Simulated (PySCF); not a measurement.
```xyz
8

F    -1.8828   -0.6300   -0.3419
C    -0.6367   -0.2064   -0.1164
C     0.4697   -1.1079   -0.0067
C     1.5911   -0.4135    0.2141
S     1.4377    1.2726    0.3097
C    -0.2758    1.0971    0.0310
F    -1.0609    2.1688   -0.0176
H     0.3666   -2.1714   -0.0967
```

Geometry: GFN2-xTB.

Computed with PySCF, UKS B3LYP, pcH-1 on C F H S, non-relativistic, mean-field spin-orbit, GIAO.

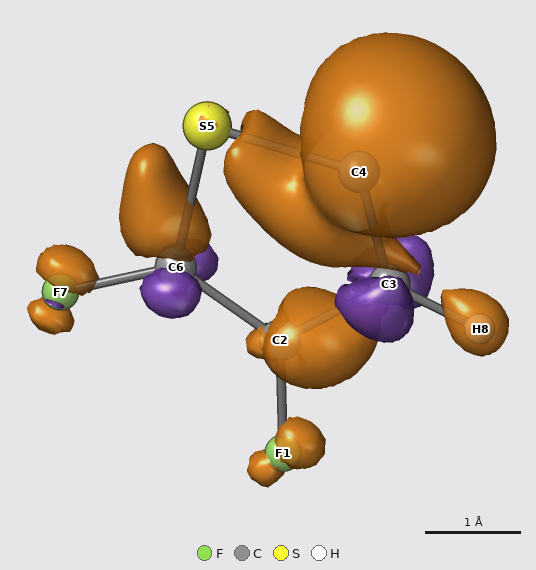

C₄HF₂S (SMILES Fc1c[c]sc1F) (doublet). Isosurfaces of the spin density (α minus β) at +0.02 (orange) and −0.02 e/Å³ (purple), seen at a tilt.

**Which atoms carry the spin?**

The unpaired spin (1 electron) lies mostly on C4 (about 0.8) and S5 (about 0.1), in electrons by Hirshfeld's partition.
